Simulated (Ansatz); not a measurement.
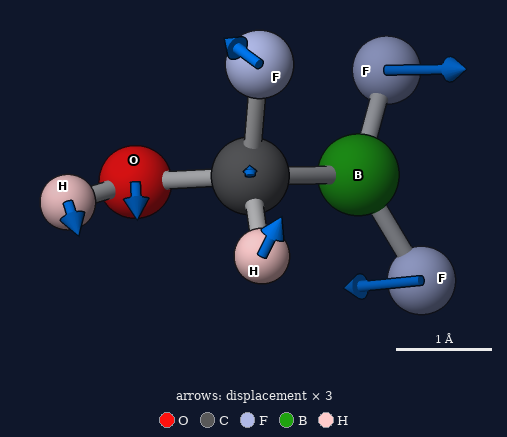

A relaxation of CH2BF3O. The starting structure is drawn; blue arrows show the displacements, 3 times their true length. The two geometries are superimposed by the best rigid fit.

Style: ball-and-stick. Shown at a tilt.

The start comes from PBE-D4/def2-SVP.

The calculation used RKS PBE0-D4/def2-TZVP in Ansatz. (force threshold 0.005 eV/Å; at most 150 steps)

Q: Which element moves most?

A: Fluorine: up to 0.38 Å, against 0.17 Å for hydrogen.

Q: What did the optimiser do to the structure, and how much energy did it gain?

A: The energy falls by 0.033 eV in 18 accepted moves (20 points after the start). The largest force component goes from 0.8 to 0.0022 eV/Å. The line search rejected the trial steps at points 3, 11 of the run. An F atom moves most after the best rigid fit: 0.38 Å. By element the largest moves are F 0.38 Å, H 0.17 Å, O 0.14 Å, C 0.04 Å, B 0.01 Å. Among the contacts that change: C–H 1.118 → 1.100 Å, C–F 1.403 → 1.386 Å, H–O 0.977 → 0.962 Å, B–F 1.329 → 1.314 Å. Groups turn about B–C by about 25°.
